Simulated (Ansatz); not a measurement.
A series of calculations on CH5NSSi

**1. Relaxation**

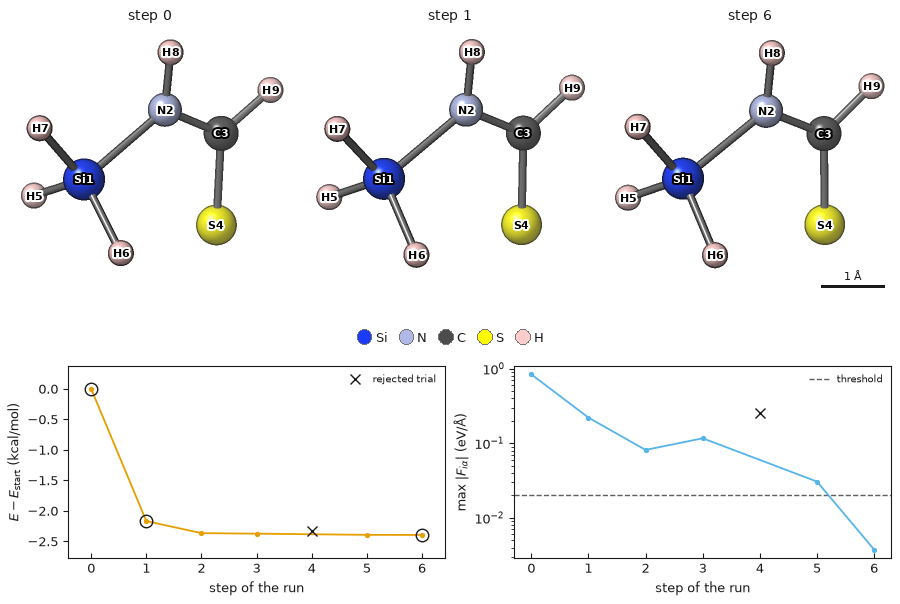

Frames of a relaxation of CH$_{5}$NSSi, marked on the history of the run. Style: ball-and-stick. Shown at a tilt.

The run prepares an end point of a later path (hydrogen shift) calculation, from a guessed geometry.

The calculation used UKS r2SCAN-D4/6-31G* (Ansatz).

Input file:
```yaml
crystal:
  periodic: [false, false, false]
  atoms:
    - { symbol: Si, position_ang: [-0.64495, 1.05007, 0.079] }
    - { symbol: "N", position_ang: [0.69485, -0.08954, 0.25528] }
    - { symbol: C, position_ang: [0.55133, -1.32799, -0.20796] }
    - { symbol: S, position_ang: [-0.83237, -1.79982, -0.92709] }
    - { symbol: H, position_ang: [-0.89319, 1.25714, -1.34002] }
    - { symbol: H, position_ang: [-1.78404, 0.54703, 0.83239] }
    - { symbol: H, position_ang: [-0.04572, 2.22852, 0.71021] }
    - { symbol: H, position_ang: [1.57212, 0.15292, 0.69128] }
    - { symbol: H, position_ang: [1.38197, -2.01833, -0.09309] }
magnetization:
  spin_polarized: true
basis:
  gaussian: { orbitals: "6-31G*" }
hamiltonian:
  xc: r2scan
  dispersion: d4
relax:
  f_tol: 0.02
  max_steps: 50
```

Launched with:
```bash
ansatz run input.yaml --threads 2 --pin off --max-ram 3072MiB --backend cpu --events-out ev --progress --plain --runs-dir out
```

What happens along the run?

Answer. The largest move after the best rigid fit is that of S4, 0.17 Å. Largest moves by element: S 0.17 Å, H 0.12 Å, C 0.06 Å, N 0.04 Å, Si 0.03 Å. Some distances before and after: Si1–S4 3.028 → 3.215 Å, Si1–H5 1.455 → 1.481 Å, Si1–H7 1.465 → 1.489 Å, N2–C3 1.330 → 1.351 Å. Among the angles between lasting bonds that change: N2–C3–H9 118.2° → 114.4°, Si1–N2–C3 118.9° → 121.9°, H5–Si1–H6 114.9° → 111.9°. After 5 accepted moves (6 points after the start) the energy has fallen by 2.39 kcal/mol. Largest force component: 0.84 eV/Å at the start, 0.0038 eV/Å at the end. The line search rejected the trial step at point 4 of the run. The run took 22 s on 2 threads of Intel(R) Xeon(R) Platinum 8488C (Sapphire Rapids), with other jobs on the host, peak memory 0.24 GiB. From step 0 to 1: S4 moves most (0.10 Å), energy −2.17 kcal/mol. From step 1 to 6: S4 moves most (0.06 Å), energy −0.23 kcal/mol.

| step | E − E(0), kcal/mol | largest force component, eV/Å | note |
| --- | --- | --- | --- |
| 0 | 0.00 | 0.8411 |  |
| 1 | -2.17 | 0.2209 |  |
| 2 | -2.36 | 0.0814 |  |
| 3 | -2.37 | 0.1167 |  |
| 4 | -2.32 | 0.2515 | rejected |
| 5 | -2.39 | 0.0307 |  |
| 6 | -2.39 | 0.0038 |  |

**2. Relaxation**

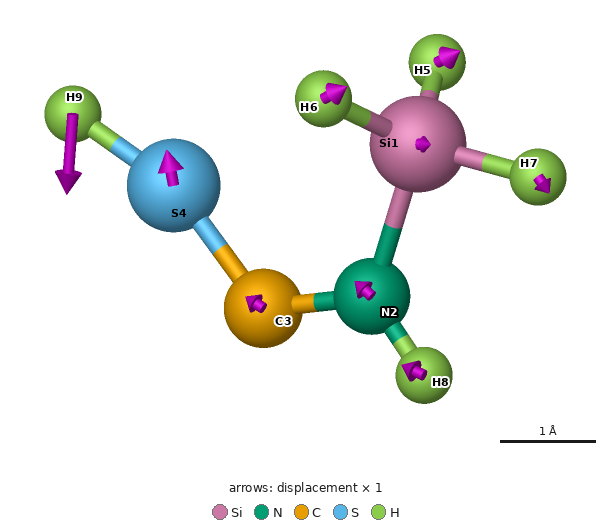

This is a relaxation of CH$_{5}$NSSi. The starting structure is drawn; purple arrows show the displacements, at their true length. The two geometries are superimposed by the best rigid fit.

Style: ball-and-stick. Shown at a tilt.

The run prepares an end point of a later path (hydrogen shift) calculation, from a guessed geometry.

Computed with UKS r2SCAN-D4/6-31G* (Ansatz 0.2.0).

The input:
```yaml
crystal:
  periodic: [false, false, false]
  atoms:
    - { symbol: Si, position_ang: [-0.64495, 1.05007, 0.079] }
    - { symbol: "N", position_ang: [0.69485, -0.08954, 0.25528] }
    - { symbol: C, position_ang: [0.55133, -1.32799, -0.20796] }
    - { symbol: S, position_ang: [-0.83237, -1.79982, -0.92709] }
    - { symbol: H, position_ang: [-0.89319, 1.25714, -1.34002] }
    - { symbol: H, position_ang: [-1.78404, 0.54703, 0.83239] }
    - { symbol: H, position_ang: [-0.04572, 2.22852, 0.71021] }
    - { symbol: H, position_ang: [1.57212, 0.15292, 0.69128] }
    - { symbol: H, position_ang: [-1.75292, -2.60562, -1.56559] }
magnetization:
  spin_polarized: true
basis:
  gaussian: { orbitals: "6-31G*" }
hamiltonian:
  xc: r2scan
  dispersion: d4
relax:
  f_tol: 0.02
  max_steps: 50
output:
  orbitals: {}
```

Command:
```bash
ansatz run input.yaml --threads 2 --pin off --max-ram 3072MiB --backend cpu --events-out ev --progress --plain --runs-dir out
```

### What did the optimiser do to the structure, and how much energy did it gain?

The atom that moves furthest after the best rigid fit is H9 (0.88 Å). By element the largest moves are H 0.88 Å, S 0.39 Å, N 0.26 Å, C 0.25 Å, Si 0.16 Å. Near-neighbour distances that change, for instance: Si1–S4 3.028 → 3.204 Å, C3–S4 1.629 → 1.768 Å, S4–H9 1.380 → 1.346 Å, Si1–H5 1.455 → 1.484 Å. Among the angles between lasting bonds that change: C3–S4–H9 160.0° → 95.8°, Si1–N2–C3 118.9° → 133.1°, N2–C3–S4 121.0° → 110.2°. After 11 geometry steps the energy has fallen by 302.9 kJ/mol. Largest force component: 6.4 eV/Å at the start, 0.0065 eV/Å at the end. The run took 47 s on 2 threads of Intel(R) Xeon(R) Platinum 8488C (Sapphire Rapids) (shared host), peak memory 0.26 GiB.

**3. Path**

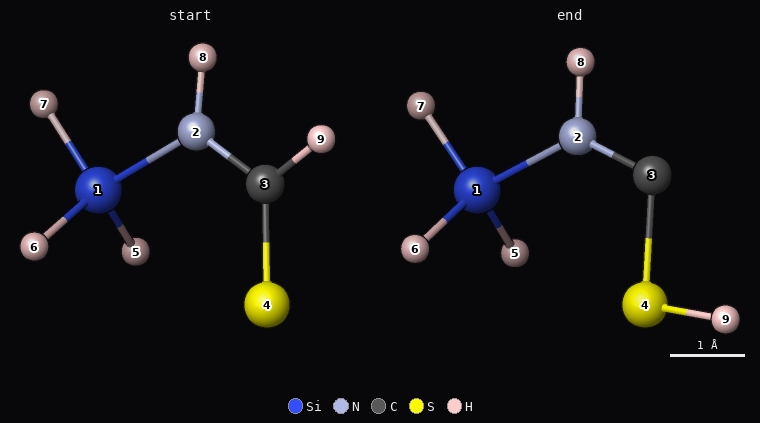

The two relaxed end points of a path for CH₅NSSi. A ball-and-stick model, seen at a tilt.

These are results of Ansatz 0.2.0, UKS r2SCAN-D4/6-31G*, not measurements.

Settings: 7 movable images; climbing image; force threshold 0.05 eV/Å; iteration limit 40.

Start:
```xyz
9

Si   -0.6366    1.0734    0.0899
N     0.6831   -0.1208    0.2399
C     0.5583   -1.3842   -0.2234
S    -0.7965   -1.9589   -0.9653
H    -0.9476    1.3588   -1.3295
H    -1.8375    0.6484    0.8448
H    -0.0315    2.2744    0.7299
H     1.5662    0.1229    0.6809
H     1.4423   -2.0139   -0.0672
```

End:
```xyz
9

Si   -0.6391    1.1473    0.1126
N     0.8242    0.1415    0.3812
C     1.1280   -1.1388    0.0889
S    -0.2362   -1.9205   -0.7193
H    -0.9202    1.2548   -1.3404
H    -1.8021    0.5445    0.8093
H    -0.3142    2.4789    0.6856
H     1.5983    0.6098    0.8476
H     0.3612   -3.1174   -0.8655
```

Predict the minimum-energy path and its barrier.

Answer. Forward barrier 3.31 eV, backward barrier 1.27 eV, with image 5 at the top; the reaction energy is +2.04 eV. A hydrogen atom shifts from one atom to another. Breaking: C3–H9 (1.10 → 1.43 at the top → 2.33 Å). Forming: S4–H9 (2.41 → 1.48 at the top → 1.35 Å). The band is converged. At the top, the vibrational analysis gives one imaginary mode (1565i cm⁻¹), as a transition state must have.

Energies of the converged images:

| image | path (Å) | E (eV) |
| --- | --- | --- |
| 0 | 0.00 | 0.000 |
| 1 | 0.26 | 0.091 |
| 2 | 0.52 | 0.578 |
| 3 | 0.78 | 1.569 |
| 4 | 1.04 | 2.772 |
| 5 | 1.30 | 3.311 |
| 6 | 1.63 | 2.784 |
| 7 | 1.95 | 2.201 |
| 8 | 2.28 | 2.040 |

The geometry at the top of the path:

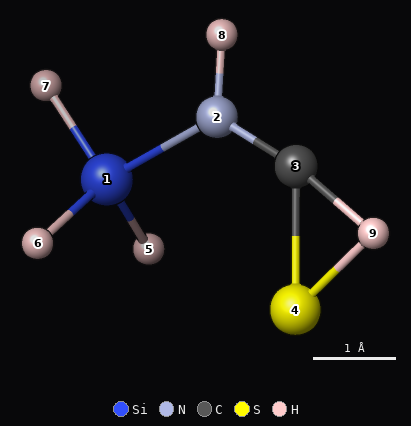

The run took 3 min on 2 threads of Intel(R) Xeon(R) Platinum 8488C (Sapphire Rapids) (shared host), peak memory 0.22 GiB.
